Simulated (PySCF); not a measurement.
# C₅H₁₁B: runs on many settings

Aim: see how C₅H₁₁B (`CBC/C=C\C`) answers to the choice of functional, basis, grid and SCF options.

The runs use PySCF 2.14.0, with density-fitted response routines of our own; the level of theory stands in each step. All values are computed, except where a source is named. Atoms count from 0, in the outputs and in this text.

1 further run of the same task is left out (it didn't finish).

## Step 1: Starting geometry

17 atoms, charge 0, multiplicity 1; geometry from: GFN2-xTB.

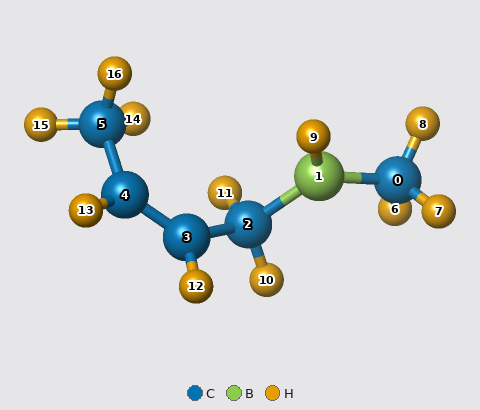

As it starts; carbon blue, boron green, hydrogen amber, atoms numbered.

## Step 2: Nuclear shieldings: PBE0/pcSseg-1

The job: settings as JSON, then the geometry in Å.

```
{"job": {"kind": "nmr", "xc": "PBE0", "basis": "pcSseg-1"}, "charge": 0, "multiplicity": 1}
C     -2.825890    -0.623397     0.160896
B     -1.417444    -0.002694     0.477295
C     -0.327547     0.118259    -0.660142
C      0.767874     1.103479    -0.396343
C      1.941262     0.864525     0.170760
C      2.442816    -0.453336     0.667705
H     -2.899059    -1.109918    -0.808768
H     -3.570863     0.173509     0.177384
H     -3.143126    -1.333315     0.922809
H     -1.176009     0.360256     1.566299
H     -0.789630     0.349879    -1.623524
H      0.097993    -0.885010    -0.770998
H      0.532959     2.120033    -0.687032
H      2.626454     1.689498     0.321918
H      1.867170    -1.284783     0.270039
H      3.488775    -0.586448     0.394419
H      2.377268    -0.488509     1.755759
```

With the program's defaults for keys left out, this is: GIAO PBE0/pcSseg-1 NMR shielding, non-relativistic, gas phase.

The run is started by

```console
> OMP_NUM_THREADS=1 python probes_run.py task.json out
```

This one command runs all jobs of the session in turn.

The program printed:

```text
coarse grid: 13336 points
cycle   1  E = -221.5666980481  dE =  4.125e-01  |g| = 4.690e-01  |ddm| = 3.453e+00
cycle   2  E = -221.5652170958  dE =  1.481e-03  |g| = 4.853e-01  |ddm| = 8.424e-01
cycle   3  E = -221.6278740264  dE = -6.266e-02  |g| = 2.265e-02  |ddm| = 4.347e-01
cycle   4  E = -221.6279635014  dE = -8.947e-05  |g| = 1.252e-02  |ddm| = 3.761e-02
cycle   5  E = -221.6279909311  dE = -2.743e-05  |g| = 7.114e-03  |ddm| = 1.583e-02
cycle   6  E = -221.6280035341  dE = -1.260e-05  |g| = 9.502e-04  |ddm| = 6.003e-03
cycle   7  E = -221.6280037591  dE = -2.250e-07  |g| = 2.123e-04  |ddm| = 9.905e-04
final grid: 126344 points
cycle   8  E = -221.6614762345  dE = -3.628e-05  |g| = 8.260e-03  |ddm| = 2.487e-02
cycle   9  E = -221.6614740249  dE =  2.210e-06  |g| = 8.853e-03  |ddm| = 1.429e-02
cycle  10  E = -221.6614944296  dE = -2.040e-05  |g| = 3.793e-04  |ddm| = 7.367e-03
cycle  11  E = -221.6614944510  dE = -2.143e-08  |g| = 2.443e-04  |ddm| = 5.008e-04
cycle  12  E = -221.6614944655  dE = -1.453e-08  |g| = 5.443e-05  |ddm| = 2.227e-04
cycle  13  E = -221.6614944663  dE = -7.464e-10  |g| = 1.148e-05  |ddm| = 5.570e-05
converged SCF energy = -221.6614944663

GIAO shielding tensors (ppm)
atom      isotropic    diamagn.    paramagn.     s11        s22        s33       span
  0 C      170.414     252.609     -82.194    144.457    179.660    187.126     42.668
  1 B        7.517     191.531    -184.014    -65.095    -28.714    116.360    181.456
  2 C      149.272     253.558    -104.286    130.421    147.145    170.248     39.826
  3 C       49.233     256.171    -206.938    -68.252     59.084    156.868    225.120
  4 C       58.703     255.226    -196.523    -51.990     69.258    158.842    210.832
  5 C      171.351     249.217     -77.866    154.912    175.470    183.673     28.761
  6 H       30.541      31.286      -0.745     27.453     30.277     33.893      6.440
  7 H       30.959      28.619       2.340     27.153     28.937     36.788      9.635
  8 H       30.484      29.262       1.223     27.236     28.215     36.003      8.767
  9 H       23.920      31.139      -7.220     16.781     26.772     28.206     11.425
 10 H       29.256      32.408      -3.152     24.892     29.784     33.092      8.201
 11 H       29.314      33.259      -3.945     23.933     31.612     32.398      8.465
 12 H       25.687      32.027      -6.340     23.596     25.003     28.463      4.867
 13 H       25.980      30.745      -4.765     23.578     25.944     28.418      4.840
 14 H       29.833      32.386      -2.552     25.471     30.680     33.348      7.876
 15 H       30.061      28.054       2.007     26.076     27.589     36.518     10.442
 16 H       30.028      29.854       0.174     26.013     27.589     36.483     10.470
```

Wall time 16 s (1 thread of Arm Neoverse V1, shared host); peak memory 0.77 GiB.

Shifts follow as δ = σ(reference) − σ, with reference shieldings (ppm) from runs at the same level and on the same kind of geometry: 1H TMS 31.72, 13C TMS 186.9, 11B BF3·OEt2 100.1. The references are single molecules in the gas phase. Atoms listed in one row are averaged.

| atoms | environment | σ (ppm) | δ (ppm) | δ scaled to CDCl3 |
| --- | --- | --- | --- | --- |
| C3 | alkene CH | 49.2 | 137.7 | 132.5 |
| C4 | alkene CH | 58.7 | 128.2 | 123.2 |
| C2 | allylic sp3 CH2 bonded to B | 149.3 | 37.7 | 34.8 |
| C0 | methyl carbon bonded to B | 170.4 | 16.5 | 14.2 |
| C5 | allylic methyl carbon | 171.4 | 15.6 | 13.3 |
| H9 | hydrogen on a boron bonded to 2 C | 23.92 | 7.80 | – |
| H12 | hydrogen on an alkene CH | 25.69 | 6.03 | 5.79 |
| H13 | hydrogen on an alkene CH | 25.98 | 5.74 | 5.51 |
| H10, H11 | hydrogen on an allylic sp3 CH2 bonded to B | 29.29 | 2.43 | 2.40 |
| H14, H15, H16 | hydrogen on an allylic methyl carbon | 29.97 | 1.74 | 1.75 |
| H6, H7, H8 | hydrogen on a methyl carbon bonded to B | 30.66 | 1.06 | 1.10 |
| B1 | boron bonded to 2 C, H | 7.5 | 92.6 | – |

The scaled column applies a straight-line fit of computed shieldings to shifts measured in CDCl3 (root-mean-square error 0.16 ppm for H, 1.9 ppm for C).

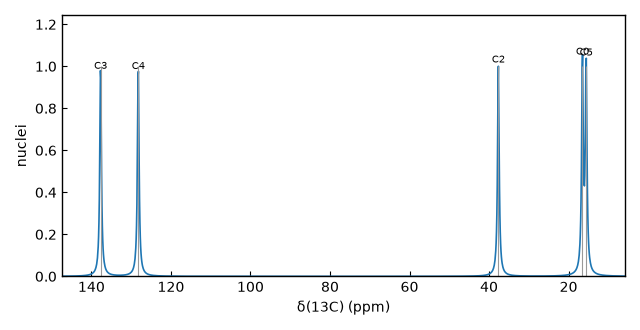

13C lines at the computed shifts, without couplings. Lines are broadened to a width of 0.49 ppm (Lorentzian).

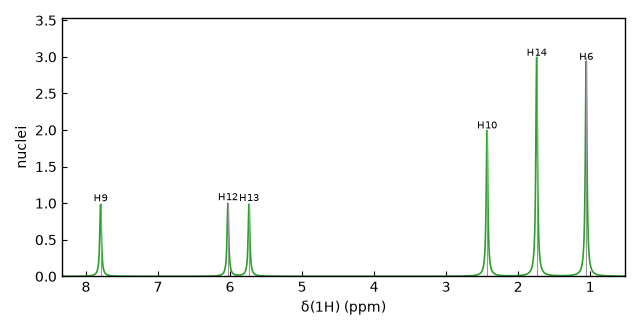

1H lines at the computed shifts, without couplings. Lines are broadened to a width of 0.03 ppm (Lorentzian).

The run also stored atomic charges by several schemes (e):

```
atoms  Mulliken    IAO  Hirshfeld  ESP fit
   C0     -0.53  -0.58      -0.20    -0.66
   B1      0.33   0.23       0.19     0.47
   C2     -0.42  -0.42      -0.14     0.12
   C3     -0.16  -0.14      -0.05    -0.52
   C4     -0.24  -0.16      -0.06     0.03
   C5     -0.22  -0.43      -0.12    -0.37
```

Mulliken charges:

C0 -0.53; B1 0.33; C2 -0.42; C3 -0.16; C4 -0.24; C5 -0.22; H6 0.12; H7 0.14; H8 0.13; H9 0.03; H10 0.14; H11 0.15; H12 0.09; H13 0.09; H14 0.10; H15 0.12; H16 0.13

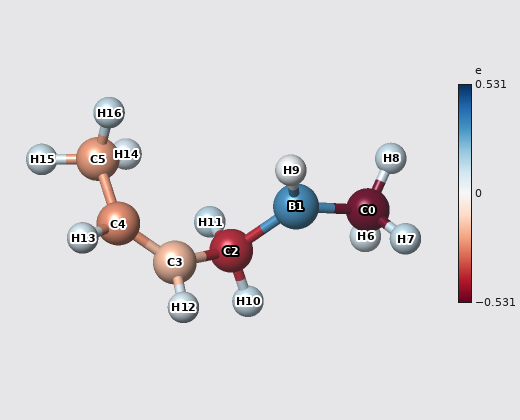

Mulliken charges, as colours on the atoms.

Mayer bond orders: C0–B1 1.04, B1–C2 0.98, C2–C3 1.04, C3–C4 1.96, C4–C5 1.07.

## Step 3: Ultraviolet spectrum: PBE0/def2-SVPD

Same as in step 2 but for these lines:

```diff
@@ -1,2 +1,2 @@
-{"job": {"kind": "nmr", "xc": "PBE0", "basis": "pcSseg-1"}, "charge": 0, "multiplicity": 1}
+{"job": {"kind": "uv", "xc": "PBE0", "basis": "def2-SVPD", "nstates": 6, "ntriplets": 2}, "charge": 0, "multiplicity": 1}
 C     -2.825890    -0.623397     0.160896
```

With the program's defaults for keys left out, this is: TDDFT PBE0/def2-SVPD, vertical, gas phase, core orbitals frozen in the response.

The program printed:

```text
coarse grid: 13336 points
cycle   1  E = -221.4500607467  dE =  3.592e-01  |g| = 4.517e-01  |ddm| = 7.115e+00
cycle   2  E = -221.4475421029  dE =  2.519e-03  |g| = 4.708e-01  |ddm| = 1.944e+00
cycle   3  E = -221.5083124798  dE = -6.077e-02  |g| = 2.448e-02  |ddm| = 8.736e-01
cycle   4  E = -221.5084300877  dE = -1.176e-04  |g| = 1.335e-02  |ddm| = 1.166e-01
cycle   5  E = -221.5084658740  dE = -3.579e-05  |g| = 6.784e-03  |ddm| = 3.460e-02
cycle   6  E = -221.5084774660  dE = -1.159e-05  |g| = 1.213e-03  |ddm| = 1.281e-02
cycle   7  E = -221.5084778484  dE = -3.824e-07  |g| = 2.535e-04  |ddm| = 3.095e-03
final grid: 126344 points
cycle   8  E = -221.5414264496  dE = -3.710e-05  |g| = 8.031e-03  |ddm| = 1.532e-01
cycle   9  E = -221.5414239323  dE =  2.517e-06  |g| = 8.663e-03  |ddm| = 3.317e-02
cycle  10  E = -221.5414440964  dE = -2.016e-05  |g| = 3.939e-04  |ddm| = 1.598e-02
cycle  11  E = -221.5414441226  dE = -2.619e-08  |g| = 2.381e-04  |ddm| = 1.198e-03
cycle  12  E = -221.5414441368  dE = -1.417e-08  |g| = 5.514e-05  |ddm| = 4.965e-04
cycle  13  E = -221.5414441376  dE = -7.832e-10  |g| = 1.181e-05  |ddm| = 1.504e-04
converged SCF energy = -221.5414441376

Static polarisability (au): isotropic 76.466, principal 63.196 68.771 97.431

Singlet excitations
state   eV       nm        f      main configurations
  1   4.5756    271.0   0.00652   H->L 0.98
  2   6.1012    203.2   0.00122   H-1->L 0.83, H-2->L 0.13
  3   6.3038    196.7   0.00585   H->L+1 0.87, H->L+3 0.08
  4   6.5971    187.9   0.00126   H-2->L 0.81, H-1->L 0.09
  5   6.8575    180.8   0.02402   H->L+3 0.65, H->L+4 0.21, H->L+1 0.09
  6   7.0972    174.7   0.04238   H->L+4 0.53, H->L+3 0.24, H->L+2 0.17

Triplet excitations (Tamm-Dancoff, eV): 4.1096 4.6303
```

Wall time 25 s (1 thread of Arm Neoverse V1, shared host); peak memory 0.9 GiB.

The orbitals next to the gap, with their largest atomic shares:

```
orbital     eV                      atoms
 HOMO−3  -9.60  C2 16 %, C3 14 %, C0 12 %
 HOMO−2  -9.11  B1 21 %, C2 19 %, H9 13 %
 HOMO−1  -8.79  B1 21 %, C0 18 %, H9 12 %
   HOMO  -6.69   C4 34 %, C3 31 %, C2 9 %
   LUMO  -0.87  B1 48 %, C2 13 %, C0 12 %
 LUMO+1   0.60   B1 36 %, C0 10 %, C5 7 %
 LUMO+2   0.98   C3 29 %, C4 28 %, B1 8 %
```

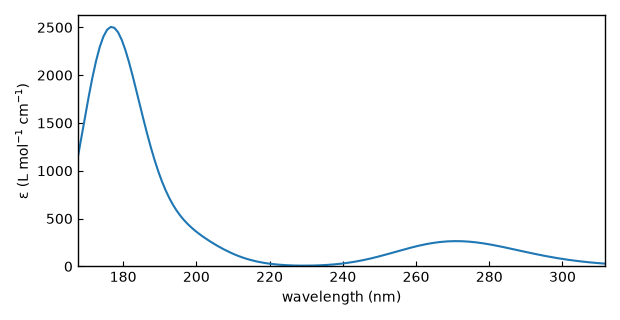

Absorption spectrum: each of the 6 states is a Gaussian band of 0.4 eV half-width at 1/e. Beyond the last state computed it falls off for lack of states.

Further results of this job:

```csv
property,computed
dipole moment (D),0.61
polarisability (Å³),11.33
HOMO–LUMO gap (eV),5.82
−ε(HOMO) (eV),6.69
```

## Step 4: Ultraviolet spectrum: wB97X-D/def2-SVPD

Same as in step 3 but for these lines:

```diff
@@ -1,2 +1,2 @@
-{"job": {"kind": "uv", "xc": "PBE0", "basis": "def2-SVPD", "nstates": 6, "ntriplets": 2}, "charge": 0, "multiplicity": 1}
+{"job": {"kind": "uv", "xc": "wB97X-D", "basis": "def2-SVPD", "nstates": 25, "ntriplets": 5, "tda": true, "scf": {"damp": 0.1}}, "charge": 0, "multiplicity": 1}
 C     -2.825890    -0.623397     0.160896
```

Level: TDA wB97X-D/def2-SVPD, vertical, gas phase, core orbitals frozen in the response.

The program printed:

```text
damping 0.10 in the first 6 cycles
final grid: 126344 points
cycle   1  E = -221.7210327089  dE =  5.966e-01  |g| = 3.244e-01  |ddm| = 7.033e+00
cycle   2  E = -221.7460697004  dE = -2.504e-02  |g| = 1.634e-01  |ddm| = 1.167e+00
cycle   3  E = -221.7512288401  dE = -5.159e-03  |g| = 9.130e-02  |ddm| = 5.227e-01
cycle   4  E = -221.7527080136  dE = -1.479e-03  |g| = 5.215e-02  |ddm| = 3.171e-01
cycle   5  E = -221.7531753556  dE = -4.673e-04  |g| = 3.007e-02  |ddm| = 1.727e-01
cycle   6  E = -221.7532731756  dE = -9.782e-05  |g| = 2.286e-02  |ddm| = 1.134e-01
cycle   7  E = -221.7533259222  dE = -5.275e-05  |g| = 1.775e-02  |ddm| = 8.385e-02
cycle   8  E = -221.7534052282  dE = -7.931e-05  |g| = 1.391e-03  |ddm| = 3.626e-02
cycle   9  E = -221.7534057012  dE = -4.731e-07  |g| = 5.933e-05  |ddm| = 2.279e-03
cycle  10  E = -221.7534057043  dE = -3.064e-09  |g| = 3.383e-05  |ddm| = 5.586e-04
cycle  11  E = -221.7534057047  dE = -3.732e-10  |g| = 3.254e-06  |ddm| = 1.207e-04
converged SCF energy = -221.7534057047

Static polarisability (au): isotropic 75.943, principal 63.255 68.501 96.072

Singlet excitations
state   eV       nm        f      main configurations
  1   5.1959    238.6   0.00965   H->L 0.92
  2   6.3034    196.7   0.00112   H-1->L 0.70, H-2->L 0.23
  3   6.8175    181.9   0.01126   H->L+1 0.57, H->L+3 0.31
  4   7.0348    176.2   0.00093   H-2->L 0.62, H-1->L 0.13, H-3->L 0.12
  5   7.3820    168.0   0.07901   H->L+4 0.25, H->L+1 0.22, H->L+5 0.19
  6   7.7750    159.5   0.48806   H->L+2 0.68, H->L+4 0.14
  7   7.8054    158.8   0.03487   H->L+3 0.39, H->L+5 0.24, H->L+4 0.16
  8   7.9895    155.2   0.08988   H->L+5 0.41, H->L+4 0.32, H->L+2 0.10
  9   8.0377    154.3   0.03229   H-3->L 0.59, H-1->L+2 0.12, H-1->L 0.10
 10   8.4216    147.2   0.04054   H-1->L+2 0.37, H-3->L 0.17, H-2->L+2 0.10
 11   8.5681    144.7   0.01940   H->L+6 0.56
 12   8.7717    141.3   0.01351   H-4->L 0.40, H-5->L 0.16, H-6->L 0.14
 13   8.8285    140.4   0.01280   H->L+7 0.64, H->L+11 0.09
 14   8.8837    139.6   0.00221   H-1->L+1 0.69, H-2->L+1 0.13
 15   9.1210    135.9   0.00846   H->L+8 0.68
 16   9.2494    134.0   0.02350   H-2->L+1 0.46, H-3->L+2 0.10
 17   9.2851    133.5   0.02956   H-4->L+2 0.17, H-2->L+1 0.17, H-5->L 0.12
 18   9.4282    131.5   0.06378   H-6->L 0.42, H-5->L 0.17
 19   9.4384    131.4   0.02267   H->L+11 0.25, H->L+9 0.18, H->L+10 0.09
 20   9.5418    129.9   0.03825   H-3->L+1 0.25, H-1->L+3 0.22
 21   9.5843    129.4   0.02971   H->L+13 0.19, H-7->L 0.14, H-5->L 0.09
 22   9.6000    129.2   0.03575   H->L+10 0.17, H->L+13 0.15, H-1->L+3 0.13
 23   9.7074    127.7   0.04783   H-2->L+2 0.44
 24   9.8093    126.4   0.03100   H-7->L 0.32, H-4->L 0.19, H-5->L 0.14
 25   9.8639    125.7   0.03490   H-1->L+4 0.32, H->L+9 0.11, H->L+11 0.10

Triplet excitations (Tamm-Dancoff, eV): 4.4046 5.0777 5.7740 6.7303 6.8045
```

It took 38 s on 1 thread of Arm Neoverse V1, shared host; peak memory 0.98 GiB.

This run: HOMO -8.53 eV, LUMO 1.06 eV; lowest singlet 5.20 eV.

## Step 5: Nuclear shieldings: PBE0/6-31G*

Same as in step 4 but for these lines:

```diff
@@ -1,2 +1,2 @@
-{"job": {"kind": "uv", "xc": "wB97X-D", "basis": "def2-SVPD", "nstates": 25, "ntriplets": 5, "tda": true, "scf": {"damp": 0.1}}, "charge": 0, "multiplicity": 1}
+{"job": {"kind": "nmr", "xc": "PBE0", "basis": "6-31G*", "pop": false, "scf": {"level_shift": 0.3, "aux": "def2-qzvpp-jkfit"}}, "charge": 0, "multiplicity": 1}
 C     -2.825890    -0.623397     0.160896
```

Level: GIAO PBE0/6-31G* NMR shielding, non-relativistic, gas phase.

The program printed:

```text
final grid: 126344 points
cycle   1  E = -221.6512014735  dE =  3.787e-01  |g| = 3.073e-01  |ddm| = 3.411e+00
cycle   2  E = -221.6790124179  dE = -2.781e-02  |g| = 1.134e-01  |ddm| = 4.070e-01
cycle   3  E = -221.6828888348  dE = -3.876e-03  |g| = 2.146e-02  |ddm| = 1.245e-01
cycle   4  E = -221.6831154788  dE = -2.266e-04  |g| = 6.290e-03  |ddm| = 4.479e-02
cycle   5  E = -221.6831409154  dE = -2.544e-05  |g| = 2.528e-03  |ddm| = 1.693e-02
cycle   6  E = -221.6831449573  dE = -4.042e-06  |g| = 9.039e-04  |ddm| = 6.909e-03
cycle   7  E = -221.6831455776  dE = -6.202e-07  |g| = 3.635e-04  |ddm| = 2.921e-03
cycle   8  E = -221.6831456870  dE = -1.095e-07  |g| = 1.533e-04  |ddm| = 1.143e-03
cycle   9  E = -221.6831457088  dE = -2.174e-08  |g| = 6.249e-05  |ddm| = 4.775e-04
cycle  10  E = -221.6831457132  dE = -4.424e-09  |g| = 2.936e-05  |ddm| = 1.962e-04
cycle  11  E = -221.6831457142  dE = -1.062e-09  |g| = 1.421e-05  |ddm| = 8.531e-05
cycle  12  E = -221.6831457145  dE = -2.780e-10  |g| = 7.642e-06  |ddm| = 3.861e-05
level shift removed, Fock matrix diagonalised once more
converged SCF energy = -221.6831457145

GIAO shielding tensors (ppm)
atom      isotropic    diamagn.    paramagn.     s11        s22        s33       span
  0 C      181.567     249.848     -68.281    160.369    188.479    195.853     35.484
  1 B       28.483     193.366    -164.883    -36.750     -4.040    126.239    162.988
  2 C      161.725     250.304     -88.578    145.816    160.393    178.967     33.151
  3 C       71.705     252.616    -180.911    -31.754     79.129    167.739    199.493
  4 C       80.340     249.991    -169.651    -16.505     88.094    169.432    185.938
  5 C      181.520     251.119     -69.599    168.341    184.101    192.118     23.777
  6 H       31.226      30.504       0.723     28.127     31.123     34.429      6.302
  7 H       31.747      28.878       2.868     28.052     29.989     37.199      9.147
  8 H       31.238      29.309       1.930     28.144     29.133     36.438      8.294
  9 H       24.147      31.899      -7.752     17.385     26.938     28.120     10.736
 10 H       29.933      31.365      -1.432     25.572     30.531     33.696      8.124
 11 H       30.050      32.612      -2.562     24.605     32.328     33.217      8.612
 12 H       26.376      29.981      -3.605     24.339     26.020     28.768      4.428
 13 H       26.720      29.016      -2.296     24.332     27.000     28.827      4.495
 14 H       30.626      32.610      -1.984     26.221     31.608     34.048      7.827
 15 H       30.922      29.501       1.421     27.070     28.740     36.955      9.884
 16 H       30.818      30.576       0.242     27.143     28.486     36.824      9.681
```

Wall time 9.6 s (1 thread of Arm Neoverse V1, shared host); peak memory 0.62 GiB.

In short: δ C3 124.7, C4 116.0, C2 34.7, C5 14.9, H9 8.26, H12 6.04 ppm.

## Step 6: Run by run: NMR shifts

Shifts (ppm) of some atoms, chosen among heavy atoms and hydrogens apart, means over like atoms, with basis size and wall time:

```csv
run,C3,C4,C2,C0,H9,H14,B1,functions,time
PBE0/pcSseg-1,137.7,128.2,37.7,16.5,7.80,1.74,92.6,157,16 s
PBE0/6-31G*,124.7,116.0,34.7,14.8,8.26,1.62,83.0,106,9.6 s
```

## Step 7: Comparing the runs: electronic excitations

Excitations and ground-state properties, with basis size and wall time:

```
              run  lowest singlet (eV)  brightest (eV)      f  gap (eV)  α (Å³)  μ (D)  functions  time
   PBE0/def2-SVPD                 4.58            7.10  0.042      5.82   11.33   0.61        208  25 s
wB97X-D/def2-SVPD                 5.20            7.78  0.488      9.59   11.25   0.59        208  38 s
```

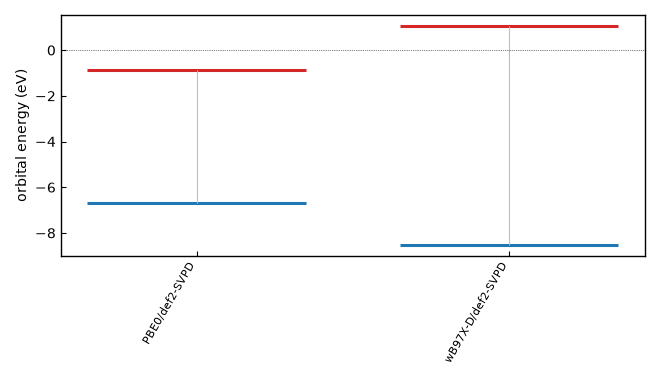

HOMO (blue) and LUMO (red) run by run.

## Step 8: What came out

| quantity | value |
| --- | --- |
| 13C shifts against TMS (PBE0/pcSseg-1) | 137.7, 128.2, 37.7, 16.5, 15.6 ppm |
| 1H shifts against TMS (PBE0/pcSseg-1, means over atoms taken as alike) | 7.80, 6.03, 5.74, 2.43, 1.74, 1.06 ppm |
| 11B shifts against BF3·OEt2 (PBE0/pcSseg-1) | 92.6 ppm |
| lowest singlet (PBE0/def2-SVPD) | 4.58 eV (271 nm), f = 0.007 |
| brightest single state of those computed | state 6, 7.10 eV, f = 0.042 |
| lowest triplet | 4.11 eV |
| range of the shift of C3 | 124.7 to 137.7 ppm |
| range of the lowest singlet | 4.58 to 5.20 eV |

**Reading.** Single values in the summary come from the first run of each kind that ended normally (PBE0/pcSseg-1; PBE0/def2-SVPD), which need not be the best level. At PBE0/pcSseg-1: The widest tensor belongs to C3: span 225 ppm, with a paramagnetic part of -207 ppm. The lowest singlet, at 4.58 eV, is HOMO→LUMO 0.98 and is weak; of the 6 states computed, the strongest absorption comes from state 6 at 7.10 eV (the last computed, so partners may be missing). The lowest triplet lies 0.47 eV below the lowest singlet (triplets in Tamm-Dancoff, singlets in full TDDFT). States above −ε(HOMO) lie where TDDFT describes them poorly and they hang on the basis; the brightest is among them. Across the 2 runs the shift of C3 moves most, between 124.7 (PBE0/6-31G*) and 137.7 ppm (PBE0/pcSseg-1). The lowest singlet runs from 4.58 eV (PBE0/def2-SVPD) to 5.20 eV (wB97X-D/def2-SVPD), while the orbital gap spans 5.82 to 9.59 eV: the excitation energy moves far less from run to run than the orbital gap does. The lowest state need not be the same one in every run. The runs solved for a few states only, so the brightest column depends on that window.
